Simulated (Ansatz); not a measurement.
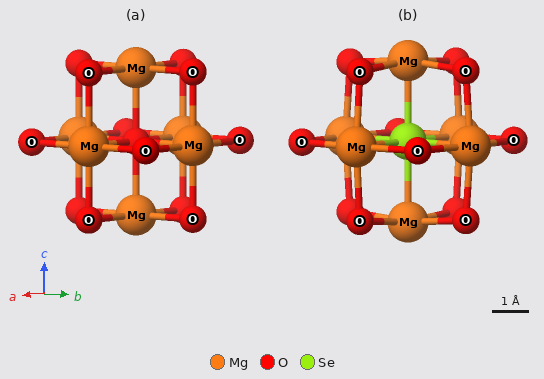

Left: perfect MgO. Right: the same region with one point defect, after relaxing the atoms in a supercell of 54 sites. The picture is a ball-and-stick view of the atoms within 3.3 Å of one point, seen from a free direction.

The calculation used DFT, PBE, plane-wave PAW, default files, scalar-relativistic in Ansatz 0.2.0. (plane-wave cutoff 420 eV; k-point mesh 3 × 3 × 3; occupations fermi dirac; smearing width 0.01 eV; no spin polarisation) The axes drawn are those of the host's conventional cell.

Which defect is it?

Answer. An oxygen atom is replaced by selenium.

The charge state of the cell is 0.

What does the relaxation do around it?

Answer. In the host the O atom has 6 Mg at 2.11 Å; the Se atom ends with 6 Mg at 2.31 Å. Of the host's atoms, a magnesium atom moves furthest from its site, by 0.20 Å. Relaxing the atoms from the host's sites lowers the energy by 3.26 eV.
